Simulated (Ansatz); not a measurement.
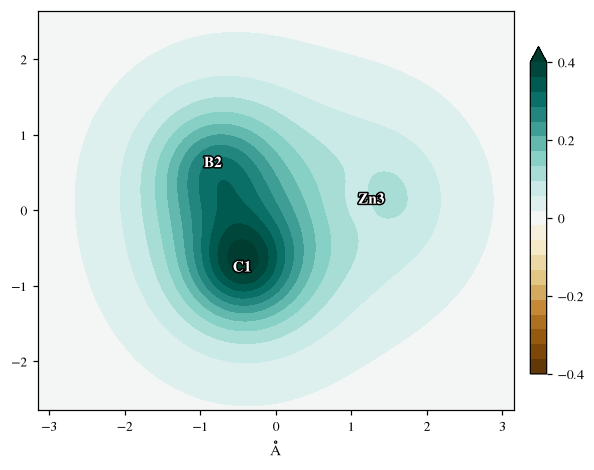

Figure 1: CBZn (SMILES [B]1=[C][Zn]1) (doublet). The HOMO (β) on a plane 0.8 Å above the molecular plane (values in Å⁻³ᐟ²; the overall sign is arbitrary).

Geometry: BLYP-D3(BJ)/def2-SVP.

Computed with isolated molecule in a Gaussian basis; Kohn-Sham density functional theory, functional PBE0 in Ansatz.

The calculation's input:

```
basis:
  gaussian: {orbitals: def2-TZVPD}
crystal:
  periodic: [false, false, false]
  atoms:
    - {symbol: C, position_ang: [-0.194159, -0.189969, 0.412755]}
    - {symbol: B, position_ang: [1.226577, -0.286302, 0.248724]}
    - {symbol: Zn, position_ang: [-0.008098, -0.288270, -1.509739]}
magnetization: {spin_polarized: true, initial_magnetization: 1}
hamiltonian: {xc: {name: PBE0}}
output: {forces: true, orbitals: {seedname: orbitals}}
```

Run with:

```sh
ansatz run input.yaml --threads 1 --pin off --max-ram 2610MiB --events-out events.jsonl --progress --plain --runs-dir runs
```

Describe this orbital and give its energy.

By Hirshfeld shares it lies mainly on C1 (about 50 %), B2 (about 35 %) and Zn3 (about 15 %); it changes sign across the molecular plane (π type); π-bonding across C1–B2, C1–Zn3 and B2–Zn3. Its energy is −6.51 eV.
